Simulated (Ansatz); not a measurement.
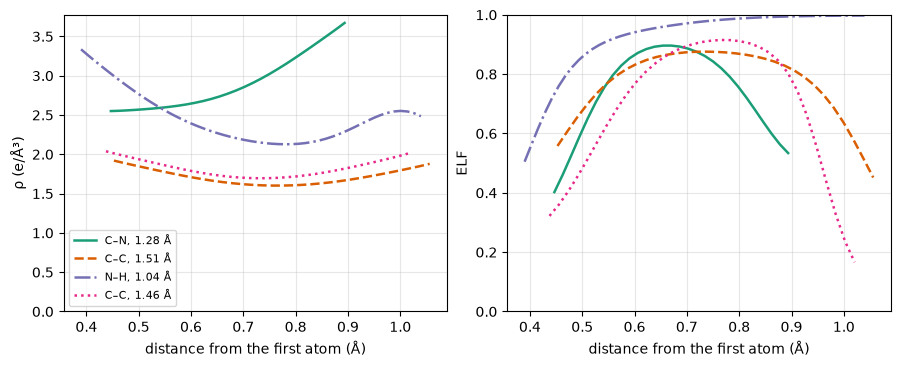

Figure. C₃H₄N₂ (SMILES N=C1CC1=N). Electron density and electron localisation function along straight lines between neighbouring atoms. The curves leave out the atomic cores.

All numbers below come from RKS revPBE-D4/def2-SVP (Ansatz 0.2.0).

```yaml
atoms:
  - { symbol: N, position_ang: [-0.1563, 0.3581, -1.9604] }
  - { symbol: C, position_ang: [0.0157, 0.0287, -0.7392] }
  - { symbol: C, position_ang: [0.6694, -1.0032, 0.1464] }
  - { symbol: C, position_ang: [-0.1225, 0.1522, 0.7071] }
  - { symbol: N, position_ang: [-0.5162, 0.6795, 1.8009] }
  - { symbol: H, position_ang: [-0.7313, 1.2229, -2.0029] }
  - { symbol: H, position_ang: [0.2317, -2.0206, 0.1915] }
  - { symbol: H, position_ang: [1.7729, -0.9934, 0.2511] }
  - { symbol: H, position_ang: [-1.0750, 1.5297, 1.5882] }
```

Question: What kind of bonding do the profiles show?

Answer: C–N (1.28 Å): ρ is about 2.7 e/Å³ halfway; the ELF peaks at about 0.90 between the atoms: a covalent bond.
C–C (1.51 Å): ρ at the midpoint is about 1.6 e/Å³; the ELF peaks at about 0.90 between the atoms, as expected for localised, covalent bonding.
N–H (1.04 Å): ρ is about 2.7 e/Å³ halfway; the ELF climbs to about 1 towards the hydrogen, as it does in any bond to H: a covalent bond by its length.
C–C (1.46 Å): the density is about 1.7 e/Å³ at the midpoint; the ELF peaks at about 0.90 between the atoms (a covalent bond).
